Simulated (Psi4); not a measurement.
**CCSD(T)/def2-TZVPPD run of HBS (hydrogen boron sulfide)**

What is the energy change on altering one bond length of HBS (hydrogen boron sulfide) at CCSD(T)/def2-TZVPPD? 

Program for the calculation: Psi4 1.11.

2 further runs of the same task are left out: 2 set aside as unsound or not needed.

### Step 1. The molecule

The species is HBS (3 atoms), meant as a singlet with charge 0. As SMILES, `B=S`. Geometry: relaxed at PBE0-D4/def2-TZVP.

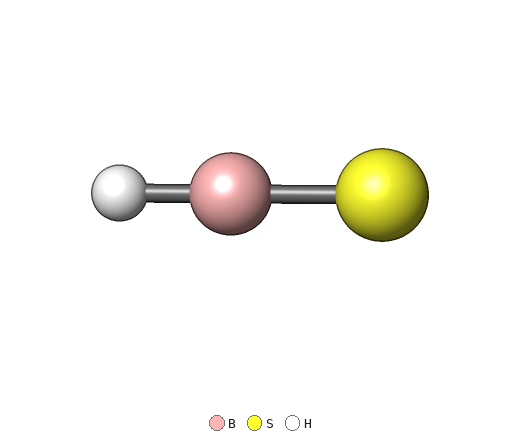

Viewed from a chosen angle; boron pink, sulfur yellow, hydrogen white.

### Step 2. A single-point energy at CCSD(T)/def2-TZVPPD

bhs.xyz reads:

```xyz
3
BHS
B     -0.038660    -0.014560     0.134750
S      0.399170     0.147640    -1.393290
H     -0.360510    -0.133080     1.258530
```

run_ase.py reads:

```python
import numpy as np
from ase.calculators.psi4 import Psi4
from ase.io import read

a = read('bhs.xyz')
calc = Psi4(atoms=a, method='ccsd(t)', basis='def2-TZVPPD', memory='2200MB', num_threads=1, charge=0, multiplicity=1, label='calc')
calc.psi4.set_options({'puream': True, 'e_convergence': 1e-09, 'd_convergence': 1e-08, 'scf_type': 'pk', 'num_frozen_docc': 6})
a.calc = calc

print(f'energy: {a.get_potential_energy():.6f} eV')
```

On the command line:

```
$ python run_ase.py
```

calc.dat, shortened:

```text
[...]
  Running in c1 symmetry.
[...]
  Nuclear repulsion =   31.801084826958359
[...]
  Multiplicity = 1
[...]
  Nalpha       = 11
  Nbeta        = 11
[...]
    Number of basis functions: 105
[...]
   @RHF iter   1:  -422.80976985855318   -6.66003e-01   2.38590e-03 DIIS/ADIIS
[...]
   @RHF iter  10:  -422.83044700492013   -1.98952e-12   2.58666e-09 DIIS
[...]
    Orbital Energies [Eh]
    ---------------------
    Doubly Occupied:
       1A    -91.941627     2A     -8.949581     3A     -7.675552
       4A     -6.630641     5A     -6.629416     6A     -6.629416
       7A     -0.969058     8A     -0.659068     9A     -0.520505
      10A     -0.402779    11A     -0.402779
[...]
  @RHF Final Energy:  -422.83044700492013
   => Energetics <=
    Nuclear Repulsion Energy =             31.8010848269583590
    One-Electron Energy =                -646.4422165241578568
    Two-Electron Energy =                 191.8106846922793807
    Total Energy =                       -422.8304470049201313
[...]
 Multipole Moments:
 ------------------------------------------------------------------------------------
     Multipole            Electronic (a.u.)      Nuclear  (a.u.)        Total (a.u.)
 ------------------------------------------------------------------------------------
 L = 1.  Multiply by 2.5417464519 to convert [e a0] to [Debye]
 Dipole X            :          0.0775429           -0.2933423           -0.2157994
 Dipole Y            :          0.0280640           -0.1080037           -0.0799397
 Dipole Z            :         -0.2711040            1.0242550            0.7531510
 Magnitude           :                                                    0.7875253
[...]
      * MP2 total energy                      = -423.093724154949086
[...]
      * CCSD total energy                     = -423.114563312073642
[...]
      * CCSD(T) total energy                  = -423.130725423515457
```

The script printed:

```text
energy: -11513.973508 eV
```

Run time: 47 s. Hardware: 1 thread of AMD EPYC 7R43 (Zen 3), shared host; peak memory 1.4 GiB.

### Step 3. The distorted shape, same level

job.py reads:

```python
import psi4

psi4.set_memory(2200000000)
psi4.set_num_threads(1)
psi4.core.set_output_file('psi4.out', False)

molecule = psi4.geometry("""
B      0.009618     0.003218    -0.033820
S      0.447448     0.165418    -1.561860
H     -0.360510    -0.133080     1.258530
symmetry c1
""")

psi4.set_options({
    'puream': True,
    'e_convergence': 1e-09,
    'd_convergence': 1e-08,
    'scf_type': 'pk',
    'num_frozen_docc': 6,
})

E, wfn = psi4.energy('ccsd(t)/def2-TZVPPD', return_wfn=True)
print(f'total energy {E:.8f} hartree = {E * 27.211386:.5f} eV')
```

On the command line:

```
$ python job.py
```

psi4.out, shortened:

```text
[...]
  Running in c1 symmetry.
[...]
  Nuclear repulsion =   31.324854810120016
[...]
  Multiplicity = 1
[...]
  Nalpha       = 11
  Nbeta        = 11
[...]
    Number of basis functions: 105
[...]
   @RHF iter   1:  -422.79407315651383   -6.83977e-01   2.46389e-03 ADIIS/DIIS
[...]
   @RHF iter  10:  -422.81679542208502   -2.21689e-12   2.58628e-09 DIIS
[...]
    Orbital Energies [Eh]
    ---------------------
    Doubly Occupied:
       1A    -91.944116     2A     -8.952021     3A     -7.692272
       4A     -6.633077     5A     -6.631815     6A     -6.631815
       7A     -0.971693     8A     -0.619208     9A     -0.514929
      10A     -0.404900    11A     -0.404900
[...]
  @RHF Final Energy:  -422.81679542208502
   => Energetics <=
    Nuclear Repulsion Energy =             31.3248548101200157
    One-Electron Energy =                -645.4818102490074807
    Two-Electron Energy =                 191.3401600168025141
    Total Energy =                       -422.8167954220849651
[...]
 Multipole Moments:
 ------------------------------------------------------------------------------------
     Multipole            Electronic (a.u.)      Nuclear  (a.u.)        Total (a.u.)
 ------------------------------------------------------------------------------------
 L = 1.  Multiply by 2.5417464519 to convert [e a0] to [Debye]
 Dipole X            :          0.4820601           -1.2295574           -0.7474972
 Dipole Y            :          0.0492198           -0.1267926           -0.0775728
 Dipole Z            :          0.0000000           -0.0000000            0.0000000
 Magnitude           :                                                    0.7515116
[...]
      * MP2 total energy                      = -423.081249313770456
[...]
      * CCSD total energy                     = -423.102506249971782
[...]
      * CCSD(T) total energy                  = -423.118980349546860
```

The script printed:

```text
total energy -423.11898035 hartree = -11513.65390 eV
```

Wall time 42 s (1 thread of AMD EPYC 7R43 (Zen 3), shared host); peak memory 1.4 GiB.

### Step 4. Results

At CCSD(T)/def2-TZVPPD, 6 core orbitals frozen:

```
                                                         quantity          value
                                        first shape: total energy  -423.13073 Eh
                 first shape: HOMO energy (Hartree–Fock orbitals)      -10.96 eV
                 first shape: LUMO energy (Hartree–Fock orbitals)        1.11 eV
               first shape: HOMO–LUMO gap (Hartree–Fock orbitals)       12.07 eV
         first shape: correlation energy (6 core orbitals frozen)     -300.3 mEh
                                      first shape: (T) correction     -16.16 mEh
                                       first shape: T1 diagnostic          0.019
                                    distorted shape: total energy  -423.11898 Eh
             distorted shape: HOMO energy (Hartree–Fock orbitals)      -11.02 eV
             distorted shape: LUMO energy (Hartree–Fock orbitals)        1.17 eV
           distorted shape: HOMO–LUMO gap (Hartree–Fock orbitals)       12.19 eV
     distorted shape: correlation energy (6 core orbitals frozen)     -302.2 mEh
                                  distorted shape: (T) correction     -16.47 mEh
                                   distorted shape: T1 diagnostic          0.019
energy change with the B1–H3 bond stretched from 1.175 to 1.351 Å       0.320 eV
```

With the B1–H3 bond stretched from 1.175 to 1.351 Å the energy rises by 0.32 eV (7.4 kcal/mol). The first shape isn't relaxed at this level, so the change isn't measured from a minimum. The triples (first shape) make up 5.4 % of the correlation energy. The triples (distorted shape) make up 5.5 % of the correlation energy.
